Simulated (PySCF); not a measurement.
C2H6Se, SMILES `C[Se]C`.

PySCF calculation, TPSSh/def2-SVP, gas phase; geometry: GFN2-xTB. No frequency check shows the geometry to be a minimum. A basis without diffuse functions makes polarisabilities too small. GFN2-xTB bond lengths at metals and heavier atoms can be off by up to 0.1 Å and shapes distorted, which carries into these values.

Coordinates in Å:

```
C1       1.4610    0.8211    0.0004
Se2     -0.0000   -0.4744    0.0000
C3      -1.4610    0.8211   -0.0004
H4       1.3933    1.4366    0.8944
H5       2.3941    0.2653   -0.0019
H6       1.3939    1.4365   -0.8936
H7      -2.3941    0.2653    0.0019
H8      -1.3938    1.4366    0.8936
H9      -1.3933    1.4366   -0.8944
```

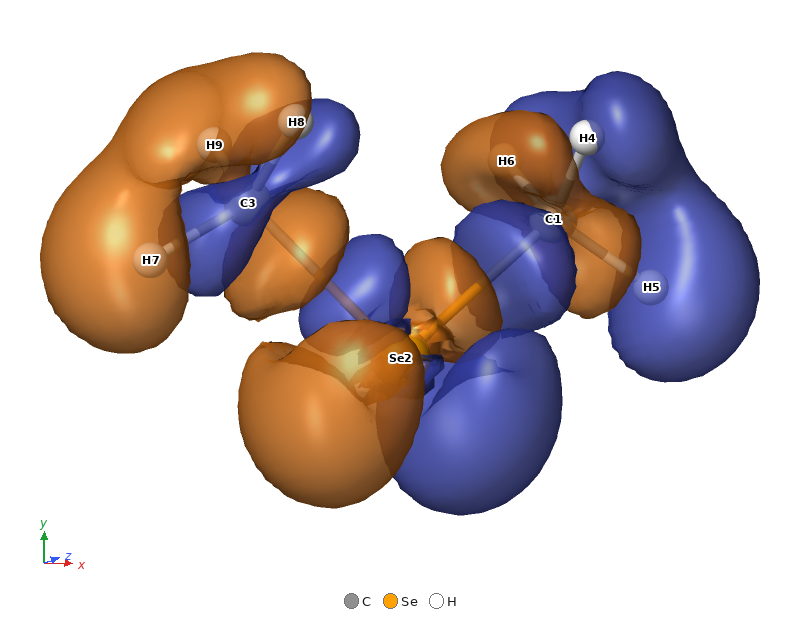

Change of the electron density in a uniform field of 0.21 V/Å, surfaces at ±0.0015 e/Å³ (orange: gain, blue: loss).

The field was applied in both directions; the picture shows the one opposite to the script's first.

> Along which Cartesian direction does the field point?

Along +x: electrons gather on the −x side, against the field.

> How large is the response?

The induced dipole is 0.55 D (along the field); α along this axis, from the fields in both directions, is 54 bohr³ (8.1 Å³).

Run time: 32 s on 1 thread of Arm Neoverse V2 (shared host), peak memory 0.49 GiB.
